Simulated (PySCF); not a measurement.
SMILES B/C=C\B(O)O, singlet at its GFN2-xTB optimised geometry (Å):

```
12

B      0.8278    -1.5859     0.0200
C      1.3956    -0.1495     0.0083
C      0.7142     1.0002     0.0000
B     -0.8545     1.0002     0.0000
O     -1.5631    -0.1678     0.0006
O     -1.5323     2.1678     0.0000
H      0.6715    -2.1485     1.0374
H      0.6746    -2.1678    -0.9867
H      2.4844    -0.1003     0.0076
H      1.2438     1.9441    -0.0070
H     -1.0250    -0.9613    -0.0003
H     -2.4844     2.0618     0.0005
```

Level of theory: B3LYP/def2-TZVP (PySCF). Cells within 0.4 Å of a nucleus heavier than hydrogen are left out (blank, or x).

Map of the electrostatic potential (hartree/e), clipped to [-0.08, 0.12] on the plane z = 0.0 Å:

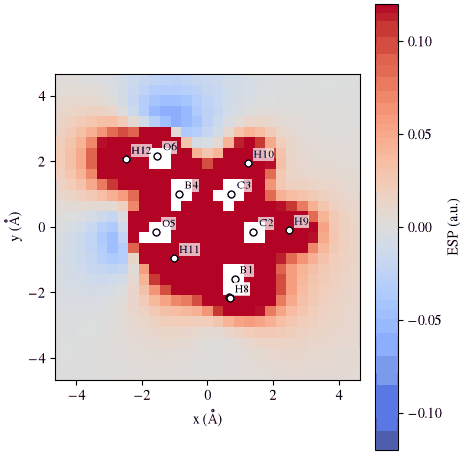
Figure: Electrostatic potential (hartree/e), clipped to [-0.08, 0.12] on the plane z = 0.0 Å.
